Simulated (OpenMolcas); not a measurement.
**triplet COF2 at 6 levels**

We compute a comparison of 6 runs (UHF/STO-3G, UHF/3-21G, U-revPBE/aug-cc-pVDZ, USVWN5/aug-cc-pVDZ, UTPSS/aug-cc-pVDZ, ROMP2/aug-cc-pVDZ) of triplet COF2. 

The calculation is run with OpenMolcas 26.06.

## Step 1: The system as given

The species is COF2 (4 atoms), meant as a triplet with charge 0. SMILES of the parent species: `O=C(F)F`. The coordinates come from a PBE0-D4/def2-TZVP relaxation. That shape belongs to the parent species and isn't relaxed for this state.

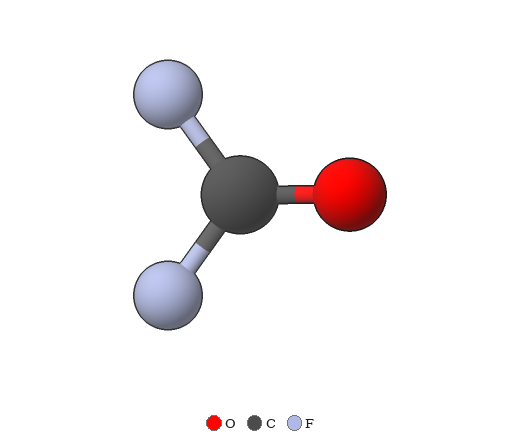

The structure, seen from a chosen angle (oxygen red, carbon dark grey, fluorine light blue).

## Step 2: A single-point energy at UHF/STO-3G (run 1)

The input, input.xyz:

```xyz
4

O     -1.242660    -0.157400     0.153910
C     -0.091830    -0.011630     0.011370
F      0.845490    -0.826670     0.424670
F      0.488990     0.995700    -0.589960
```

The input, mol.inp:

```
* CF2O Hartree-Fock
>>> EXPORT MOLCAS_PRINT=2

&GATEWAY
 BASLIB
 $CurrDir
 COORD
 input.xyz
 BASIS
 STO-3G
 GROUP
 NoSym

&SEWARD

&SCF
 UHF
 SPIN
 3
 THRESHOLDS
 1e-10 1e-07 1e-07 1e-05
 PRORBITALS
 0
```

The basis set STO-3G is read from a file made from the Basis Set Exchange's data (not shown).

Command:

```
export MOLCAS_MEM=1860
pymolcas mol.inp > mol.log
```

The program printed:

```text
--- Start Module: gateway ---
[...]
--- Stop Module: gateway /rc=_RC_ALL_IS_WELL_ ---
--- Start Module: seward ---
[...]
      Basis functions           20
--- Stop Module: seward /rc=_RC_ALL_IS_WELL_ ---
--- Start Module: scf ---
[...]
       Convergence after  17 Iterations
[...]
::    Total SCF energy                               -307.1329875642
[...]
      Total spin, S                                     1.0012886206
[...]
      Total electronic charge=   32.000000
      Total            charge=   -0.000000
[...]
      Dipole Moment (debye):
      Origin of the operator (angstrom)=    0.0663    0.0084   -0.0082
                   X= -4.4332E-01               Y= -5.6145E-02               Z=  5.4905E-02           Total=  4.5023E-01
      Quadrupole Moment (debye*angstrom):
[...]
--- Stop Module: scf /rc=_RC_ALL_IS_WELL_ ---
[...]
```

Run time: 1.7 s. Hardware: 1 thread of Arm Neoverse V2, shared host; peak memory 0.37 GiB.

## Step 3: The energy at UHF/3-21G (run 2)

The input, struct.xyz:

```xyz
4

O     -1.242660    -0.157400     0.153910
C     -0.091830    -0.011630     0.011370
F      0.845490    -0.826670     0.424670
F      0.488990     0.995700    -0.589960
```

The input, job.input:

```
>>> EXPORT MOLCAS_PRINT=2

&GATEWAY
 BasLib=$CurrDir
 Coord=struct.xyz
 Basis=3-21G
 Group=NoSym

&SEWARD

&SCF
 UHF
 Spin=3
 Thresholds=1e-10 1e-07 1e-07 1e-05
 PrOrbitals=1 1
```

The basis set 3-21G is read from a file made from the Basis Set Exchange's data (not shown).

Command:

```
export MOLCAS_MEM=1860
pymolcas job.input > job.log
```

The program printed:

```text
--- Start Module: gateway ---
[...]
--- Stop Module: gateway /rc=_RC_ALL_IS_WELL_ ---
--- Start Module: seward ---
[...]
      Basis functions           36
--- Stop Module: seward /rc=_RC_ALL_IS_WELL_ ---
--- Start Module: scf ---
[...]
       Convergence after  19 Iterations
[...]
::    Total SCF energy                               -309.7038672271
[...]
      Total spin, S                                     1.0031867463
[...]
      Total electronic charge=   32.000000
      Total            charge=   -0.000000
[...]
      Dipole Moment (debye):
      Origin of the operator (angstrom)=    0.0663    0.0084   -0.0082
                   X= -9.3751E-01               Y= -1.1873E-01               Z=  1.1611E-01           Total=  9.5211E-01
      Quadrupole Moment (debye*angstrom):
[...]
--- Stop Module: scf /rc=_RC_ALL_IS_WELL_ ---
[...]
```

It took 1.9 s on 1 thread of Arm Neoverse V2, shared host; peak memory 0.37 GiB.

Runs 3 to 4 aren't shown in full; the table further down has their settings and results.

## Step 4: A single-point energy at UTPSS/aug-cc-pVDZ (run 5)

The input, job.inp:

```
* CF2O Kohn-Sham DFT
>>> EXPORT MOLCAS_PRINT=2
&GATEWAY
BasLib=$CurrDir
BasisSet
O.aug-cc-pVDZ....
O1 -1.242660 -0.157400 0.153910 angstrom
End of Basis
BasisSet
C.aug-cc-pVDZ....
C2 -0.091830 -0.011630 0.011370 angstrom
End of Basis
BasisSet
F.aug-cc-pVDZ....
F3 0.845490 -0.826670 0.424670 angstrom
F4 0.488990 0.995700 -0.589960 angstrom
End of Basis
&SEWARD
GridInput
Grid=UltraFine
End of Grid
&SCF
UHF
Spin=3
KSDFT=2
1.0 MGGA_X_TPSS
1.0 MGGA_C_TPSS
Thresholds=1e-10 1e-07 1e-07 1e-05
PrOrbitals=1 2
```

The basis set aug-cc-pVDZ is read from a file made from the Basis Set Exchange's data (not shown).

Command:

```
export MOLCAS_MEM=1860
pymolcas job.inp > job.log
```

The program printed:

```text
--- Start Module: gateway ---
[...]
--- Stop Module: gateway /rc=_RC_ALL_IS_WELL_ ---
--- Start Module: seward ---
[...]
      Basis functions           92
--- Stop Module: seward /rc=_RC_ALL_IS_WELL_ ---
[...]
--- Start Module: scf ---
[...]
       Convergence after  23 Iterations
[...]
::    Total KS-DFT energy                            -312.8482128202
[...]
      Total spin, S                                     1.0016883943
[...]
      Total electronic charge=   32.000000
      Total            charge=   -0.000000
[...]
      Dipole Moment (debye):
      Origin of the operator (angstrom)=    0.0663    0.0084   -0.0082
                   X= -1.5864E-01               Y= -2.0080E-02               Z=  1.9644E-02           Total=  1.6111E-01
      Quadrupole Moment (debye*angstrom):
[...]
--- Stop Module: scf /rc=_RC_ALL_IS_WELL_ ---
[...]
```

It took 91 s on 1 thread of Arm Neoverse V2, shared host; peak memory 0.51 GiB.

## Step 5: A single-point energy at ROMP2/aug-cc-pVDZ (run 6)

The input, test.input:

```
* CF2O ROMP2
>>> EXPORT MOLCAS_PRINT=2
&GATEWAY
BasLib
$CurrDir
Coord
4
angstrom
O       -1.242660      -0.157400       0.153910
C       -0.091830      -0.011630       0.011370
F        0.845490      -0.826670       0.424670
F        0.488990       0.995700      -0.589960
Basis
aug-cc-pVDZ
Group
NoSym
&SEWARD
&SCF
UHF
Spin
3
Thresholds
1e-10 1e-07 1e-07 1e-05
PrOrbitals
1 1
&RASSCF
FileOrb
$Project.UnaOrb
Spin
3
Nactel
2 0 0
Inactive
15
Ras2
2
OutOrbitals
Canonical
OrbListing
Nothing
&CASPT2
IPEA
0.0
Frozen
4
```

The basis set aug-cc-pVDZ is read from a file made from the Basis Set Exchange's data (not shown).

Command:

```
export MOLCAS_MEM=1860
pymolcas test.input > test.log
```

The program printed:

```text
--- Start Module: gateway ---
[...]
--- Stop Module: gateway /rc=_RC_ALL_IS_WELL_ ---
[...]
      Basis functions           92
[...]
       Convergence after  21 Iterations
[...]
::    Total SCF energy                               -311.4455501701
[...]
      Total spin, S                                     1.0053570871
[...]
--- Start Module: rasscf ---
[...]
      Number of active orbitals                  2
[...]
      Spin quantum number                      1.0
[...]
      Active orbitals                            2
[...]
      Number of CSFs                             1
[...]
      Number of root(s) required                 1
[...]
      Convergence after  9 iterations
[...]
      printout of CI-coefficients larger than  0.05 for root  1
      energy=    -311.436723
      conf/sym  11     Coeff  Weight
             1  uu   1.00000 1.00000
      Natural orbitals and occupation numbers for root  1
      sym 1:   1.000000   1.000000
      ************************************************************************************************************************
      *                                                    Final results                                                     *
[...]
::    RASSCF root number  1 Total energy:   -311.43672297
[...]
      Total electronic charge=   32.000000
      Total            charge=   -0.000000
[...]
      Dipole Moment (debye):
      Origin of the operator (angstrom)=    0.0663    0.0084   -0.0082
                   X= -9.2645E-01               Y= -1.1733E-01               Z=  1.1474E-01           Total=  9.4087E-01
      Quadrupole Moment (debye*angstrom):
[...]
--- Stop Module: rasscf /rc=_RC_ALL_IS_WELL_ ---
[...]
--- Start Module: caspt2 ---
[...]
 ###    WARNING: User changed nr of frozen orbitals.                         ###
 ###############################################################################
[...]
      E2 (Variational):          -0.6788259339
      Total energy:            -312.1155489081
[...]
      Reference weight:           0.85828
[...]
::    CASPT2 Root  1     Total energy:   -312.11554891
[...]
--- Stop Module: caspt2 /rc=_RC_ALL_IS_WELL_ ---
[...]
```

It took 16 s on 1 thread of Arm Neoverse V2, shared host; peak memory 0.51 GiB.

## Step 6: All runs side by side

| run | level | integration grid | frozen core orbitals | energy (Eh) | dipole moment (D) | HOMO energy (eV) | ⟨S²⟩ | wall time |
| --- | --- | --- | --- | --- | --- | --- | --- | --- |
| 1 | UHF/STO-3G | – | – | -307.132988 | 0.45 | -5.06 | 2.004 | 1.7 s |
| 2 | UHF/3-21G | – | – | -309.703867 | 0.95 | -8.08 | 2.010 | 1.9 s |
| 3 | U-revPBE/aug-cc-pVDZ | UltraFine | – | -312.721631 | 0.05 | -1.85 | 2.004 | 59 s |
| 4 | USVWN5/aug-cc-pVDZ | UltraFine | – | -310.681666 | 0.09 | -1.97 | 2.003 | 48 s |
| 5 | UTPSS/aug-cc-pVDZ | UltraFine | – | -312.848213 | 0.16 | -2.08 | 2.005 | 91 s |
| 6 | ROMP2/aug-cc-pVDZ | – | 4 | -312.115549 | – | – | – | 16 s |

## Step 7: Summary of results

| quantity | value |
| --- | --- |
| run 6: total energy | -312.11555 Eh |

What this shows: Over runs 1, 2, 3, 4, 5 the dipole moment (its size) runs from 0.05 D (U-revPBE/aug-cc-pVDZ) to 0.95 D (UHF/3-21G). The two ends differ in method and basis. Totals of different functionals can't be ranked against each other. In run 1 the basis is minimal, so the values are rough. All runs together took 3.6 min, the longest 91 s.
